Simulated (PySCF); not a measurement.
# ZrOBr: structure of the doublet

Aim: relax ZrOBr as a doublet from a bent start, check by its vibrations whether the end is a minimum, and collect its spectrum and constants.

Computed with PySCF 2.14.0. Level: PBE0, basis Zr def2-TZVP with ECP28, O def2-TZVP, Br def2-TZVP, scalar-relativistic core potentials, no spin–orbit coupling, density fitting.

## (1) The system as given

3 atoms, charge 0, spin multiplicity 2.

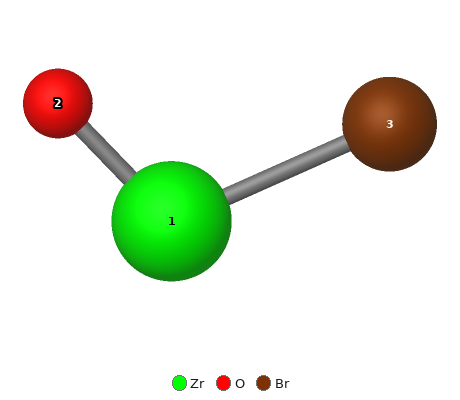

As it starts; zirconium green, oxygen red, bromine brown; atoms are numbered from 1 in the order of the file.

```xyz
3
charge 0 multiplicity 2
Zr    0.0000    0.0000    0.0000
O    -1.5072    0.0000    1.0554
Br    2.1953    0.0000    1.5372
```

## (2) The SCF at the typed geometry

One driver script runs all steps and calls PySCF; scf.py shows how it sets up the SCF of each step. The optimiser is the driver's own. After this first run the driver tries any further starts and a stability analysis.

scf.py reads:

```python
from pyscf import gto, scf, dft
mol = gto.M(atom='''
Zr     0.000000     0.000000     0.000000
O     -1.507200     0.000000     1.055400
Br     2.195300     0.000000     1.537200''',
    basis={'Zr': 'def2-TZVP', 'O': 'def2-TZVP', 'Br': 'def2-TZVP'},
    ecp={'Zr': 'def2-TZVP'},
    charge=0, spin=1)
mf = dft.UKS(mol, xc='PBE0')
mf.grids.atom_grid = (50, 194)
aux = {'Zr': 'def2-universal-JKFIT', 'O': 'def2-universal-JKFIT', 'Br': 'def2-universal-JKFIT'}
mf = mf.density_fit(auxbasis=aux)
mf.conv_tol = 1e-08
mf.diis_space = 10
mf.max_cycle = 60
mf.init_guess = 'minao'
mf.verbose = 4
mf.kernel()
```

Run with:

```console
$ OMP_NUM_THREADS=4 python axn.py task.json out
```

Further steps of the session: Relaxation: bent start, doublet; Is it a minimum? Harmonic modes.

Before running it: what results should come out? Wanted: minimum; geometry; wavenumbers; dipole moment; highest occupied, lowest empty level; polar-tensor charge of Zr1; zero-point energy; atomisation energy; ⟨S²⟩.

As calculated:

```
                                          quantity                                        value
                                           minimum                                  doublet, Cs
                                          geometry  Zr–Br 2.510 Å, Zr–O 1.721 Å; Br–Zr–O 110.2°
                                wavenumbers (cm⁻¹)                 159 (a'), 287 (a'), 991 (a')
                                     dipole moment                                       5.14 D
highest occupied, lowest empty level (either spin)                              -5.46, -2.74 eV
                        polar-tensor charge of Zr1                                      +1.49 e
                                 zero-point energy                                   8.6 kJ/mol
                               entropy at 298.15 K                              308.2 J/(mol K)
         atomisation energy (no zero-point energy)                                  1173 kJ/mol
                                              ⟨S²⟩                                        0.754
```

**Reading.** The bent start keeps its Cs symmetry and ends in a minimum. The strongest infrared band lies at 991 cm⁻¹ (a', stretch). With 5.1 D the molecule is strongly polar. Most of the spin sits on Zr1 (Mulliken spin 1.09, against 1 for the whole molecule). Other starts or spin states, not run here, may lie lower. One determinant may miss the lowest occupation of an open d or f shell.
